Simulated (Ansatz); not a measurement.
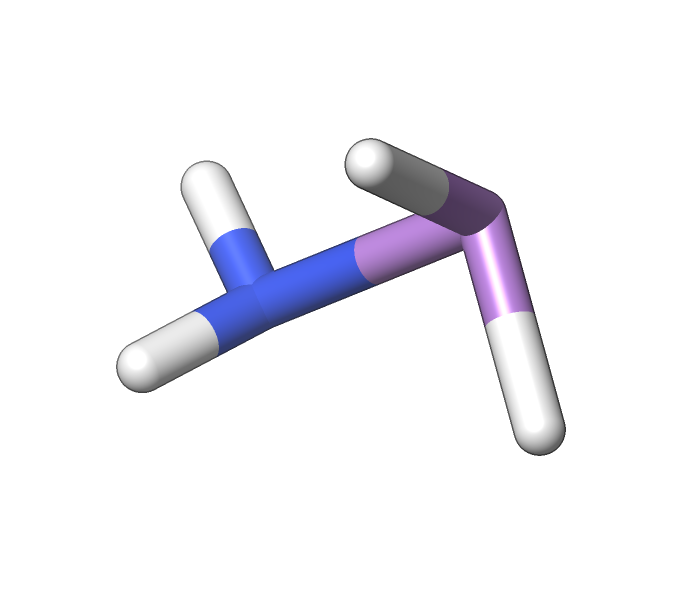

Rendered structure (stick style). Colours: nitrogen blue, arsenic purple, hydrogen white.

The computed structure is the end point of a PBE0-D4/def2-TZVP optimisation.

Which formula does it have?

Answer. AsH₄N, 6 atoms: 1 arsenic, 4 hydrogen and 1 nitrogen.

Write the SMILES.

Answer. N[AsH2]

How many sets of symmetry-equivalent atoms are there?

Answer. 6: 1 N, 1 As, 1 H, 1 H, 1 H, 1 H.

Count the bonded pairs by element.

Answer. 2 N–H, 2 As–H, 1 As–N.

The parts below concern this one geometry. Atoms keep their numbers from picture to picture.

**Vibrations**

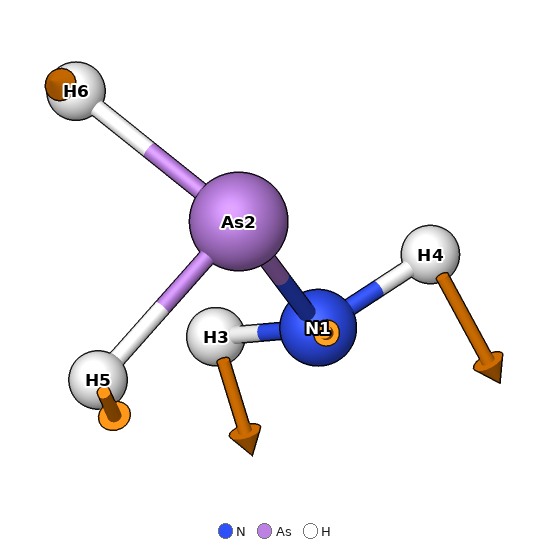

The arrows show one normal mode. Harmonic vibrations computed with RKS PBE0-D4/def2-TZVP (Ansatz 0.2.0) at a stationary point of the same level.

Describe the motion.

Answer. Mostly As–N–H bending.

Estimate its harmonic wavenumber.

Answer. 710 cm⁻¹; it is mode 3 of 12 counted from the lowest.

**Charges**

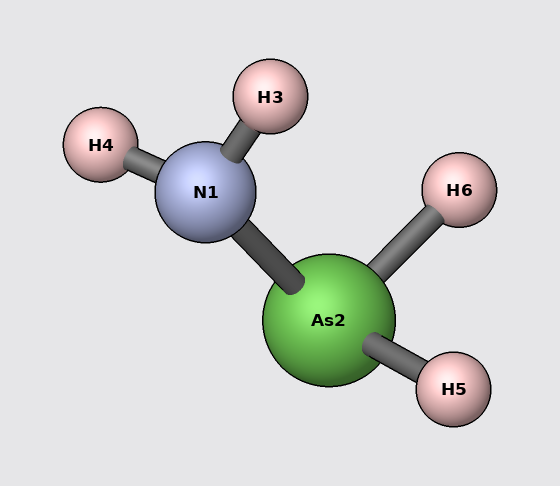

The questions are on Mulliken charges. Properties computed with RKS r2SCAN-D4/def2-TZVPP (Ansatz 0.2.0).

Which atom carries the highest charge (most positive or least negative)?

Answer. As2 (0.20 e).

And the lowest?

Answer. N1 (−0.43 e).

List the Mulliken charges.

| atom | value (e) |
| --- | --- |
| N1 | −0.43 |
| As2 | 0.20 |
| H3 | 0.15 |
| H4 | 0.15 |
| H5 | −0.03 |
| H6 | −0.05 |

**Electronic properties**

Level of theory: RKS ωB97M-V/def2-TZVPP (Ansatz 0.2.0).

Give the HOMO energy (Kohn–Sham orbital) at this level.

Answer. −9.67 eV.

Estimate the vertical ionisation energy.

Answer. 9.94 eV.

Estimate the dipole moment.

Answer. 1.27 D.

What is the LUMO energy (Kohn–Sham orbital)?

Answer. 1.69 eV.

Mulliken values depend strongly on the basis set and can even reverse the polarity of a bond.
